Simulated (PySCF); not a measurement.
**NiH3: structure of the doublet**

The task is one start of a wider search on NiH3: the doublet, from a PBE0 minimum start. It is relaxed, tested by its Hessian and followed downhill if it is a saddle.

The runs use PySCF 2.14.0; PBE0, basis Ni def2-TZVP, H def2-TZVP, no relativity, density fitting.

### 1 The starting structure

4 atoms, charge 0, spin multiplicity 2.

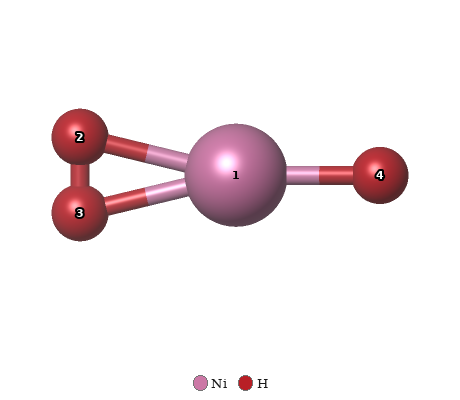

As it starts; nickel pink, hydrogen red; atoms are numbered from 1 in the order of the file.

```xyz
4
charge 0 multiplicity 2
Ni    0.0000    0.0000    0.0292
H     0.3989    0.0000   -1.6123
H    -0.3989    0.0000   -1.6123
H     0.0000    0.0000    1.5450
```

### 2 The SCF at the typed geometry

One driver script runs all steps and calls PySCF; scf.py shows how it sets up the SCF of each step. The optimiser is the driver's own. After this first run the driver tries any further starts and a stability analysis.

scf.py reads:

```python
from pyscf import gto, scf, dft
mol = gto.M(atom='''
Ni    -0.000000     0.000000     0.029220
H      0.398900    -0.000000    -1.612350
H     -0.398900    -0.000000    -1.612350
H      0.000000    -0.000000     1.545030''',
    basis={'Ni': 'def2-TZVP', 'H': 'def2-TZVP'},
    charge=0, spin=1)
mf = dft.UKS(mol, xc='PBE0')
mf.grids.atom_grid = (50, 194)
aux = {'Ni': 'def2-universal-JKFIT', 'H': 'def2-universal-JKFIT'}
mf = mf.density_fit(auxbasis=aux)
mf.conv_tol = 1e-08
mf.diis_space = 10
mf.max_cycle = 60
mf.init_guess = 'minao'
mf.verbose = 4
mf.kernel()
```

Command:

```sh
$ OMP_NUM_THREADS=2 python axn.py task.json out
```

The log of the run (excerpt; [...] marks lines left out):

```text
[... the frontier levels of the middle cycles are left out ...]
init E= -1508.89976314229
[... the frontier-level lines of each cycle are left out ...]
cycle= 1 E= -1487.73058995366  delta_E= 21.2  |g|= 6.72  |ddm|= 17.7
cycle= 2 E= -1482.88823926488  delta_E= 4.84  |g|= 10.5  |ddm|= 19.4
cycle= 3 E= -1502.315259054  delta_E= -19.4  |g|= 5.93  |ddm|= 6.66
cycle= 4 E= -1505.80989043896  delta_E= -3.49  |g|= 4.62  |ddm|=  2.5
cycle= 5 E= -1506.62521598895  delta_E= -0.815  |g|= 3.98  |ddm|= 0.289
cycle= 6 E= -1509.68109118307  delta_E= -3.06  |g|= 0.285  |ddm|= 1.49
cycle= 7 E= -1509.64537234401  delta_E= 0.0357  |g|= 0.838  |ddm|= 0.697
cycle= 8 E= -1509.73375547132  delta_E= -0.0884  |g|= 0.586  |ddm|= 0.188
cycle= 9 E= -1509.76604700783  delta_E= -0.0323  |g|= 0.461  |ddm|=  0.1
cycle= 10 E= -1509.82028056361  delta_E= -0.0542  |g|= 0.0471  |ddm|= 0.279
cycle= 11 E= -1509.82179835413  delta_E= -0.00152  |g|= 0.0126  |ddm|= 0.0548
cycle= 12 E= -1509.8221522639  delta_E= -0.000354  |g|= 0.00864  |ddm|= 0.0313
cycle= 13 E= -1509.82232596288  delta_E= -0.000174  |g|= 0.00727  |ddm|= 0.024
cycle= 14 E= -1509.82241102512  delta_E= -8.51e-05  |g|= 0.00653  |ddm|= 0.0122
[... 13 cycles left out ...]
cycle= 28 E= -1509.81932913347  delta_E= -8.28e-05  |g|= 0.0429  |ddm|= 0.00766
cycle= 29 E= -1509.82041254638  delta_E= -0.00108  |g|= 0.00715  |ddm|= 0.113
cycle= 30 E= -1509.82019107387  delta_E= 0.000221  |g|= 0.00309  |ddm|= 0.0434
cycle= 31 E= -1509.81977917722  delta_E= 0.000412  |g|= 0.00409  |ddm|= 0.0818
cycle= 32 E= -1509.81918159166  delta_E= 0.000598  |g|= 0.0113  |ddm|= 0.164
cycle= 33 E= -1509.81933811663  delta_E= -0.000157  |g|= 0.0147  |ddm|= 0.0718
cycle= 34 E= -1509.8189428947  delta_E= 0.000395  |g|= 0.0297  |ddm|= 0.205
cycle= 35 E= -1509.81894912101  delta_E= -6.23e-06  |g|= 0.0293  |ddm|= 0.000611
cycle= 36 E= -1509.81910370487  delta_E= -0.000155  |g|= 0.0142  |ddm|= 0.0476
cycle= 37 E= -1509.81915140754  delta_E= -4.77e-05  |g|= 0.00606  |ddm|= 0.00876
cycle= 38 E= -1509.81915821589  delta_E= -6.81e-06  |g|= 0.00249  |ddm|= 0.0256
cycle= 39 E= -1509.81915907894  delta_E= -8.63e-07  |g|= 0.00012  |ddm|= 0.00888
cycle= 40 E= -1509.8191590814  delta_E= -2.46e-09  |g|= 0.000124  |ddm|= 0.000527
cycle= 41 E= -1509.81915908474  delta_E= -3.34e-09  |g|= 2.98e-05  |ddm|= 0.000218
Extra cycle  E= -1509.81915908401  delta_E= 7.26e-10  |g|= 7.4e-05  |ddm|= 3.39e-05
converged SCF energy = -1509.81915908401  <S^2> = 0.75709107  2S+1 = 2.0070785
```

This step, with its further starts and checks, ran for 27 s (2 threads of Arm Neoverse N1, shared host).

Energies from each starting density:

```
                      start   energy (Eh)
    the minimal-basis guess  -1509.819159
a thermally smeared density  -1509.819159
      a smeared PBE density  -1509.819159
```

The first run landed in a state that is too high. Following the other starts and the instabilities gains 19.2 kJ/mol (-1509.82646 Eh), and the work goes on from there.

### 3 PBE0 minimum start, doublet: relaxation

The program finds C2v symmetry in the start, which this walk keeps. The walk stops when the largest gradient is under 0.0003 Eh/bohr and the energy has settled too.

scf.py, as its differences from that of step 2:

```diff
@@ -3,4 +3,4 @@
-Ni    -0.000000     0.000000     0.029220
-H      0.398900    -0.000000    -1.612350
-H     -0.398900    -0.000000    -1.612350
-H      0.000000    -0.000000     1.545030''',
+Ni     0.000000     0.000000     0.029219
+H      0.398900     0.000000    -1.612351
+H     -0.398900     0.000000    -1.612351
+H      0.000000     0.000000     1.545029''',
@@ -16 +15,0 @@
-mf.init_guess = 'minao'
```

Steps of the walk:

```
step   energy (Eh)  change (kJ/mol)  largest symmetric gradient (Eh/bohr)
   0  -1509.826459             0.00                               0.00011
```

The walk took 1.1 s.

Positions (Å) and forces (eV/Å) along the way:

```
step 0
Ni   0.000   0.000   0.029   0.000   0.000  -0.006
H    0.399   0.000  -1.612   0.000   0.002   0.000
H   -0.399   0.000  -1.612   0.000  -0.002   0.000
H    0.000   0.000   1.545   0.000   0.000   0.005
```

It settles in C2v symmetry, 0.0 kJ/mol below the start, after 0 steps: H–H 0.798 Å, Ni–H 1.516 Å, Ni–H 1.689 Å (×2); H–H–Ni 76.3° (×2), H–Ni–H 27.3°, H–Ni–H 166.3° (×2).

### 4 Is it a minimum? Harmonic modes

The point is checked on the finer grid, and tightened if its gradient asks for it. The Hessian and the dipole derivatives come from central differences of analytic gradients, with steps of 0.02 bohr.

scf.py, as its differences from that of step 3:

```diff
@@ -3,4 +3,4 @@
-Ni     0.000000     0.000000     0.029219
-H      0.398900     0.000000    -1.612351
-H     -0.398900     0.000000    -1.612351
-H      0.000000     0.000000     1.545029''',
+Ni     0.000000     0.000000     0.029171
+H      0.398913     0.000000    -1.612403
+H     -0.398913     0.000000    -1.612403
+H      0.000000     0.000000     1.545180''',
@@ -10 +10 @@
-mf.grids.atom_grid = (50, 194)
+mf.grids.atom_grid = (75, 302)
@@ -13 +13 @@
-mf.conv_tol = 1e-08
+mf.conv_tol = 1e-10
```

The driver hands on the density of the step before, so the log starts near convergence.

Log of the central SCF (cycles and frontier levels):

```text
init E= -1509.82636387606
[... the frontier-level lines of each cycle are left out ...]
cycle= 1 E= -1509.82636387602  delta_E= 4.16e-11  |g|= 1.82e-05  |ddm|= 9.29e-06
cycle= 2 E= -1509.82636387547  delta_E= 5.4e-10  |g|= 5.79e-05  |ddm|= 2.6e-05
cycle= 3 E= -1509.82636387608  delta_E= -6.09e-10  |g|= 1.37e-06  |ddm|= 1.99e-05
cycle= 4 E= -1509.82636387612  delta_E= -3.52e-11  |g|= 1.11e-06  |ddm|= 1.74e-05
Extra cycle  E= -1509.82636387612  delta_E= -5.46e-12  |g|= 1.29e-06  |ddm|= 3.19e-06
converged SCF energy = -1509.82636387612  <S^2> = 0.75724736  2S+1 = 2.0072343
```

The whole step took 52 s.

Geometry: C2v; H–H 0.798 Å, Ni–H 1.516 Å, Ni–H 1.689 Å (×2); H–H–Ni 76.3° (×2), H–Ni–H 27.3°, H–Ni–H 166.3° (×2).

Modes, for the most abundant isotopes:

| symmetry | ω (cm⁻¹) | IR (km/mol) | μ (u) |
| --- | --- | --- | --- |
| b2 | 463 | 88.7 | 1.05 |
| b1 | 560 | 53.3 | 1.05 |
| a1 | 861 | 10.3 | 1.04 |
| b2 | 1311 | 4.9 | 1.01 |
| a1 | 1875 | 70.1 | 1.02 |
| a1 | 3603 | 35.6 | 1.01 |

All wavenumbers are real: a minimum.

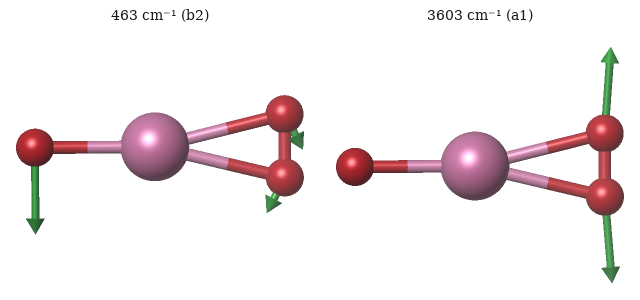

How the atoms move in 2 of the modes.

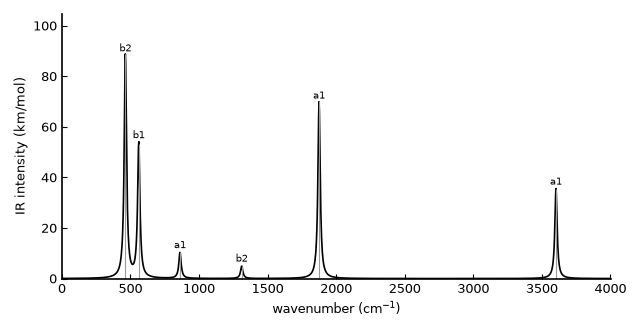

The harmonic infrared spectrum (widths in cm⁻¹). Lines are broadened to a width of 20 cm⁻¹ (Lorentzian).

Properties at this point:

```yaml
Dipole_moment: 3.58 D
Highest_occupied_level: -6.22 eV
Lowest_empty_level: -1.65 eV
Rotational_constants: 52.56, 2.19, 2.103 cm⁻¹
Zero-point_energy: 51.9 kJ/mol
Principal_polarisabilities: 22.2, 30.2, 35.6 bohr³
Atomisation_energy_without_zero-point_energy: 781 kJ/mol
Principal_traceless_quadrupole_moments_about_the_centre_of_mass: -1.10, -0.04, 1.14 D Å
Entropy_at_298.15_K_and_1_bar_electronic_part_spin_only: 227.2 J/(mol K)
Heat_capacity_Cp_at_298.15_K: 46.5 J/(mol K)
Enthalpy_at_298.15_K_above_0_K: 11.26 kJ/mol
Rotational_symmetry_number: 2
Spin_squared_⟨S²⟩: 0.757
```

Charges (e) and bond orders:

```csv
atom,Mulliken,Löwdin,polar tensor,spin (Mulliken),Mayer order to Ni1
Ni1,-0.05,0.03,0.19,1.04,–
"H2,3",0.09,0.10,0.07,-0.01,0.29
H4,-0.14,-0.24,-0.33,-0.02,0.98
```

Mulliken populations on Ni1: s 7.03, p 12.24, d 8.79, f 0.00.

### 5 Outcome

| quantity | value |
| --- | --- |
| minimum | doublet, C2v |
| geometry | H–H 0.798 Å, Ni–H 1.516 Å, Ni–H 1.689 Å (×2); H–H–Ni 76.3° (×2), H–Ni–H 27.3°, H–Ni–H 166.3° (×2) |
| wavenumbers (cm⁻¹) | 463 (b2), 560 (b1), 861 (a1), 1311 (b2), 1875 (a1), 3603 (a1) |
| dipole moment | 3.58 D |
| highest occupied, lowest empty level (either spin) | -6.22, -1.65 eV |
| polar-tensor charge of Ni1 | +0.19 e |
| zero-point energy | 51.9 kJ/mol |
| entropy at 298.15 K | 227.2 J/(mol K) |
| atomisation energy (no zero-point energy) | 781 kJ/mol |
| ⟨S²⟩ | 0.757 |

In words: The molecule stays C2v, as typed, and the end point is a minimum. The strongest infrared band lies at 463 cm⁻¹ (b2). Most of the spin sits on Ni1 (Mulliken spin 1.04, against 1 for the whole molecule). The first SCF alone would have been 19 kJ/mol too high. Only this shape and spin were tried, so other structures or states may lie lower. One determinant may miss the lowest occupation of an open d or f shell.

The search up to here took 81 s.
